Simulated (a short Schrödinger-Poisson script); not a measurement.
Structure: gated Al0.25Ga0.75As/GaAs modulation-doped gas, at 300 K.

```csv
layer,material,thickness (nm),Nd (cm⁻³),Na (cm⁻³)
1,Al0.25Ga0.75As,15,-,-
2,Al0.25Ga0.75As,20,5.2e17,-
3,Al0.25Ga0.75As,3,-,-
4,GaAs,6000,-,3e14
```

The device is made up for the run: typed textbook-type constants, with dimensions and the other settings drawn at random. Al0.25Ga0.75As: permittivity 12.19, conduction-band edge (eV) 0.198, gap (eV) 1.736, electron mass (mₑ) 0.0878, Nv at 300 K (cm⁻³) 9e18. GaAs: permittivity 12.9, conduction-band edge (eV) 0, gap (eV) 1.424, Nv at 300 K (cm⁻³) 9e18.

Channel valleys (confinement mass, in-plane density-of-states mass, number): Γ 0.067, 0.067, 1. At the gate the conduction-band edge of layer 1 lies 0.95 eV − eVg above the Fermi level of the channel; the field vanishes at the back. The barrier under the gate holds no holes. Gaps are held at their typed values at every temperature. Mesh 0.08 nm at interfaces.

From a short Schrödinger-Poisson script (our own, NumPy): 1D Poisson equation in equilibrium, electrons quantum, Hartree (BenDaniel-Duke, 40 states a valley, the channel's in-plane mass for all, wave functions free to enter the barrier), parabolic valleys, classical holes, full ionisation, no traps, pinning or gate leakage.

Only gate voltages with over 1e8 electrons/cm² are shown.

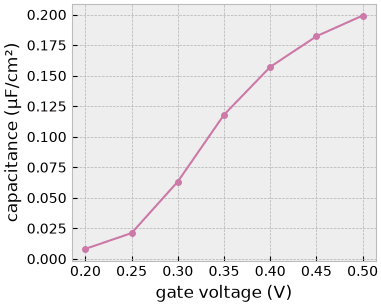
Figure: Quasi-static capacitance against gate voltage

```
Vg (V)  electrons (cm⁻²)  in the channel layer  C (μF/cm²)  Γ E0 (meV)  Γ E1 (meV)
------  ----------------  --------------------  ----------  ----------  ----------
0.5              1.97e11               1.94e11       0.199        50.4        74.9
0.45             1.37e11               1.36e11       0.182        62.1        84.0
0.4              8.43e10               8.36e10       0.157        77.5        96.7
0.35             4.14e10               4.11e10       0.118        98.6       115.3
0.3              1.38e10               1.38e10      0.0633       129.3       144.0
0.25              2.93e9                2.91e9      0.0211       170.9       184.6
0.2               4.85e8                4.83e8     0.00815       218.0       231.3
```

Subbands count from the Fermi level.
